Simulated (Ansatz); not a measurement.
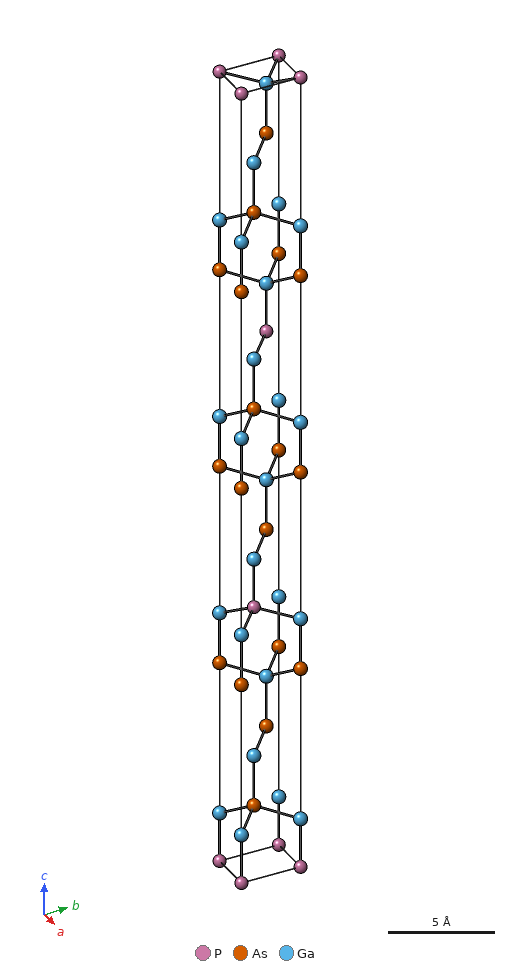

Crystal structure, ball-and-stick style, seen slightly off an axis. The wireframe shows the conventional unit cell.

Ga$_{4}$As$_{3}$P, space group R3m (No. 160), a = 3.970 Å, b = 3.970 Å, c = 38.866 Å, α = 90.00°, β = 90.00°, γ = 120.00°. Source of the structure: a structure type filled with these elements by a generator (whether the compound takes this form wasn't checked). Earlier steps of the study, as a rule a relaxation of our own, may have changed the cell and positions, so they can lie some per cent off the listed ones. Ansatz was used for an electronic-structure calculation on it.

This one geometry was computed with Ansatz (DFT, plane waves, PAW) at four levels of theory: PBE, r2SCAN, HSE06 and PBE0. It was relaxed beforehand with r2SCAN.

### Which level gives the highest pressure at this volume, and what does that say about its equilibrium volume?

Highest: PBE (2.7 GPa), which points to the largest equilibrium volume. Lowest, with the smallest volume: r2SCAN (0.0 GPa). Levels within 0.5 GPa of each other can't be told apart.

### How does the band gap change with the level of theory?

PBE: a gap of 0.72 eV, direct; r2SCAN: a gap of 1.20 eV, direct; HSE06: a gap of 1.63 eV, direct; PBE0: a gap of 2.26 eV, direct.

### Collect the results in a table.

| level | cutoff (eV) | k-mesh of the run's cell | gap (eV) | pressure (GPa) |
| --- | --- | --- | --- | --- |
| PBE | 420 | 8×8×8 | 0.72 | 2.7 |
| r2SCAN | 500 | 8×8×8 | 1.20 | 0.0 |
| HSE06 | 420 | 4×4×4 | 1.63 | 0.8 |
| PBE0 | 420 | 4×4×4 | 2.26 | 0.6 |

Gaps are taken on the k-mesh or band path of each run.
